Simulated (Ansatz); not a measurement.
**GaH3S (SMILES [SH][GaH2]): HF/3-21G**

Aim: the vertical ionisation energy of GaH3S at HF/3-21G, from 2 runs. 

Program for the calculation: Ansatz 0.2.0.

7 further runs of the same task are left out: 7 set aside as unsound or not needed.

**1. The structure to begin with**

GaH3S has 5 atoms, charge 0, and is taken as a singlet. As SMILES, `[SH][GaH2]`. Geometry: relaxed at PBE0-D4/def2-TZVP.

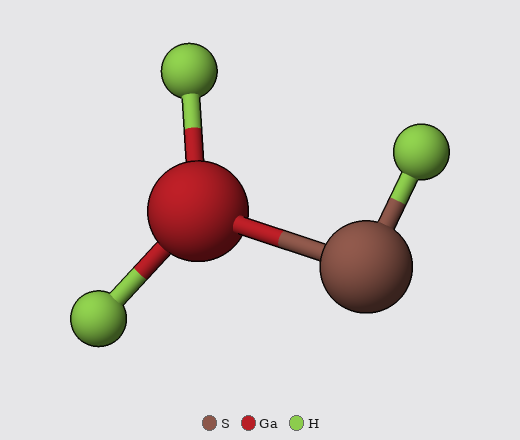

Viewed from a chosen angle; sulfur brown, gallium red, hydrogen green.

**2. A single-point energy at HF/3-21G**

Contents of job.yaml:

```yaml
basis:
  gaussian: {orbitals: 3-21G-spherical.json}
crystal:
  periodic: [false, false, false]
  atoms:
    - {symbol: S, position_ang: [0.039000, -1.453300, 0.684400]}
    - {symbol: Ga, position_ang: [-0.329300, 0.433200, -0.383400]}
    - {symbol: H, position_ang: [1.263800, -1.108400, 1.113300]}
    - {symbol: H, position_ang: [-1.711200, 0.532500, -1.097900]}
    - {symbol: H, position_ang: [0.787500, 1.522400, -0.357800]}
accuracy: high
magnetization: {spin_polarized: false}
output: {orbitals: {seedname: orbitals}}
hamiltonian: {xc: hf}
```

The basis set 3-21G is read from a file made from the Basis Set Exchange's data (not shown).

On the command line:

```
$ ansatz run job.yaml --threads 1 --pin off --max-ram 2610MiB --events-out events.jsonl --progress --plain --runs-dir runs
```

What it wrote:

```text
Warning: RAYON_NUM_THREADS=1 ignored (pool sized by the plan → 1); use --threads N
Functional definition: HF
  name "HF"
  exchange = exact_x
  correlation = 0
735 factors; integrals over basis functions are off by at most 3.7e-9 eV
mean field evaluation 1: about -62888.6291 eV, gradient 1.4e1 eV
mean field evaluation 2: about -62888.6428 eV, gradient 1.4e1 eV
mean field evaluation 4: about -62889.4758 eV, gradient 1.1e0 eV
mean field evaluation 8: about -62889.4827 eV, gradient 2.4e-4 eV
mean field -62889.48270641 eV, -2311.1458614383 hartree, gradient 2.8e-8 eV, S^2 0.000000; 0 other end points of the search recorded, 0 dependent functions left out
reference -62889.48270641 eV, -2311.1458614383 hartree; 25, 25 occupied and 16, 16 virtual orbitals, 735 factors
Total energy: -62889.48270641 eV, -2311.1458614383 hartree
```

Wall time 0.44 s (1 thread of Intel Xeon Platinum 8488C (Sapphire Rapids), shared host); peak memory 0.11 GiB.

**3. The doublet cation, same level**

Contents of in.yaml:

```yaml
crystal:
  periodic: [false, false, false]
  atoms:
    - {symbol: S, position_ang: [0.039000, -1.453300, 0.684400]}
    - {symbol: Ga, position_ang: [-0.329300, 0.433200, -0.383400]}
    - {symbol: H, position_ang: [1.263800, -1.108400, 1.113300]}
    - {symbol: H, position_ang: [-1.711200, 0.532500, -1.097900]}
    - {symbol: H, position_ang: [0.787500, 1.522400, -0.357800]}
basis:
  gaussian: {orbitals: 3-21G-spherical.json}
total_charge: 1
magnetization: {spin_polarized: true, initial_magnetization: 1}
hamiltonian: {xc: hf}
accuracy: high
output: {orbitals: {seedname: orbitals}}
```

The basis set 3-21G is read from a file made from the Basis Set Exchange's data (not shown).

On the command line:

```
$ ansatz run in.yaml --threads 1 --pin off --max-ram 2610MiB --events-out events.jsonl --progress --plain --runs-dir runs
```

What it wrote:

```text
Warning: RAYON_NUM_THREADS=1 ignored (pool sized by the plan → 1); use --threads N
Functional definition: HF
  name "HF"
  exchange = exact_x
  correlation = 0
735 factors; integrals over basis functions are off by at most 3.7e-9 eV
mean field evaluation 1: about -62875.0493 eV, gradient 1.9e1 eV
mean field evaluation 2: about -62875.0624 eV, gradient 1.9e1 eV
mean field evaluation 4: about -62878.3542 eV, gradient 2.2e0 eV
mean field evaluation 8: about -62878.5366 eV, gradient 5.9e-1 eV
mean field evaluation 16: about -62880.1147 eV, gradient 3.1e0 eV
mean field evaluation 32: about -62880.2160 eV, gradient 6.7e-1 eV
mean field evaluation 64: about -62875.0499 eV, gradient 1.9e1 eV
mean field -62880.27354568 eV, -2310.8074310236 hartree, gradient 1.4e-8 eV, S^2 0.754588; 3 other end points of the search recorded, 0 dependent functions left out
reference -62880.27354568 eV, -2310.8074310236 hartree; 25, 24 occupied and 16, 17 virtual orbitals, 735 factors
Total energy: -62880.27354568 eV, -2310.8074310236 hartree
```

Wall time 1.4 s (1 thread of Intel Xeon Platinum 8488C (Sapphire Rapids), shared host); peak memory 0.13 GiB.

**4. Results**

At HF/3-21G:

```
                                          quantity           value
                       singlet GaH3S: total energy  -2311.14586 Eh
                        singlet GaH3S: HOMO energy       -10.51 eV
                        singlet GaH3S: LUMO energy         1.03 eV
                      singlet GaH3S: HOMO–LUMO gap        11.54 eV
                      doublet cation: total energy  -2310.80743 Eh
doublet cation: HOMO energy (highest over α and β)       -17.31 eV
 doublet cation: LUMO energy (lowest over α and β)        -8.14 eV
                              doublet cation: ⟨S²⟩           0.755
vertical ionisation energy (to the doublet cation)        9.209 eV
```

In words: Removing an electron at fixed nuclei costs 9.21 eV (889 kJ/mol). −ε(HOMO) before ionisation, 10.51 eV, is 1.30 eV above this ionisation energy.
